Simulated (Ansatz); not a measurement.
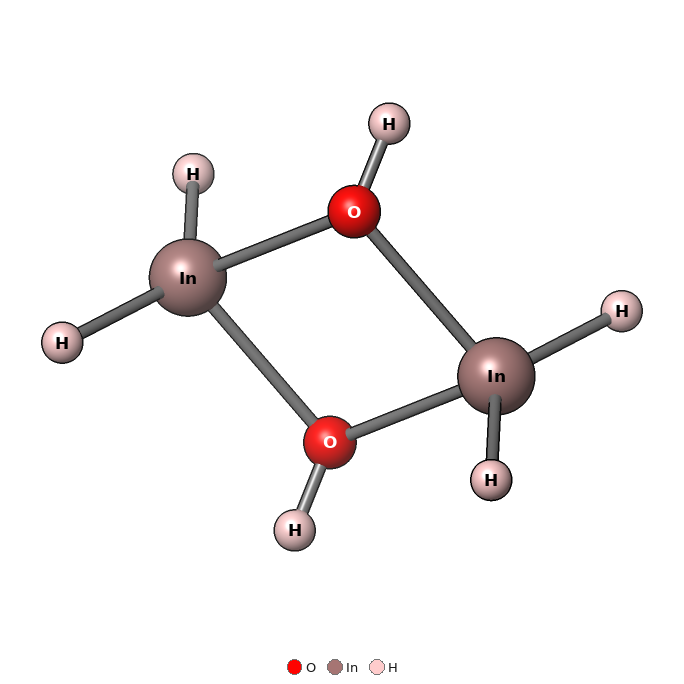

Ball-and-stick drawing of a structure. Every bond is drawn as one stick, whatever its order.

Computed geometry: PBE0-D4/def2-TZVP optimisation.

Describe the molecule.

It has 10 atoms: 6 hydrogen, 2 indium and 2 oxygen (H6In2O2). As SMILES it reads `[OH+]1[InH2-][OH+][InH2-]1`. The point group is C2h. Coordination, clear cases only: 2 O trigonal pyramidal.

The parts below concern this one geometry. Atoms keep their numbers from picture to picture.

## Levels of theory compared

Program: Ansatz 0.2.0.

At this fixed geometry, give HOMO energy (eV), HOMO–LUMO gap (eV) at these levels: B97M-V/def2-TZVPP; CAM-B3LYP-D4/def2-TZVPP; PBE-D4/def2-TZVPP; PBE0-D4/def2-QZVPP; PBE0-D4/def2-TZVPP; SPW92 (LDA)/def2-TZVPP; r2SCAN-D4/def2-TZVPP; r2SCAN0-D4/def2-TZVPP; revPBE-D4/def2-TZVPP.

```
                  level  HOMO energy (eV)  HOMO–LUMO gap (eV)
      B97M-V/def2-TZVPP             −7.01                5.39
CAM-B3LYP-D4/def2-TZVPP             −9.26                9.02
      PBE-D4/def2-TZVPP             −6.54                4.88
     PBE0-D4/def2-QZVPP             −7.90                6.91
     PBE0-D4/def2-TZVPP             −7.88                6.93
 SPW92 (LDA)/def2-TZVPP             −6.64                4.75
   r2SCAN-D4/def2-TZVPP             −6.87                5.62
  r2SCAN0-D4/def2-TZVPP             −8.09                7.41
   revPBE-D4/def2-TZVPP             −6.50                4.93
```

## Thermal motion

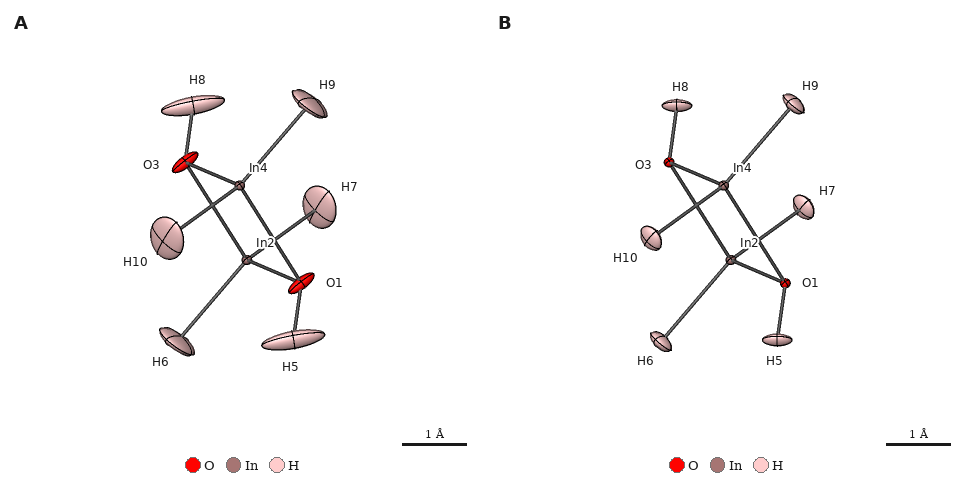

Displacement ellipsoids at the 50 % level, scaled by 0.7, from the internal vibrations of the free molecule (harmonic, no overall translation or rotation; no half-axis is drawn under 0.075 Å). Vibrations computed with RKS PBE0-D4/def2-TZVP, core potentials on In (Ansatz 0.2.0). One panel is for 0 K (zero-point motion alone), the other for 600 K.

**Which panel is for 600 K?**

A.

**How much does the mean-square displacement of O3 grow, and why?**

U_eq goes from 0.0033 to 0.0217 Å², a factor of 6.5. Modes below kT (417 cm⁻¹ at 600 K) grow about in proportion to T, and the lowest lies at 74 cm⁻¹; the mean-square amplitude of a mode is its zero-point value times coth(ħω/2kT), which comes close to 1 only above about 3kT.

## Vibrations

Harmonic vibrations computed with RKS PBE0-D4/def2-TZVP, core potentials on In (Ansatz 0.2.0) at a stationary point of the same level.

**List the wavenumbers.**

24 modes: 74, 143, 321, 324, 345, 349, 371, 378, 393, 422, 509, 527, 575, 578, 593, 594, 834, 834, 1848, 1853, 1853, 1857, 3897, 3899 cm⁻¹.

## Charges

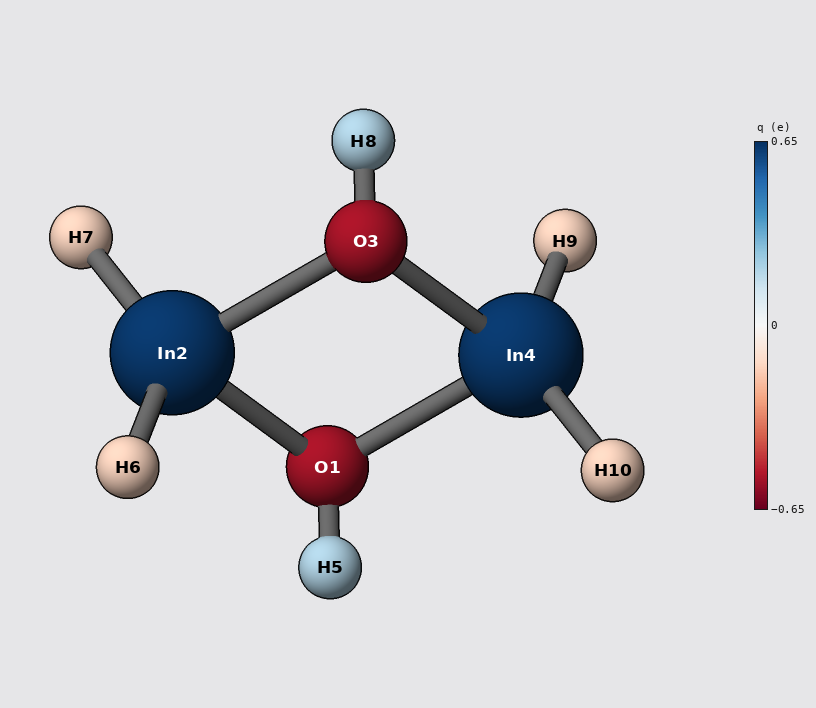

Atoms are coloured by their Mulliken charges. Method: RKS PBE-D4/def2-TZVPP, core potentials on In (Ansatz 0.2.0).

List the Mulliken charges.

```
atom  value (e)
  O1      −0.53
 In2       0.62
  O3      −0.53
 In4       0.62
  H5       0.19
  H6      −0.14
  H7      −0.14
  H8       0.19
  H9      −0.14
 H10      −0.14
```

Mulliken values depend strongly on the basis set and can even reverse the polarity of a bond.
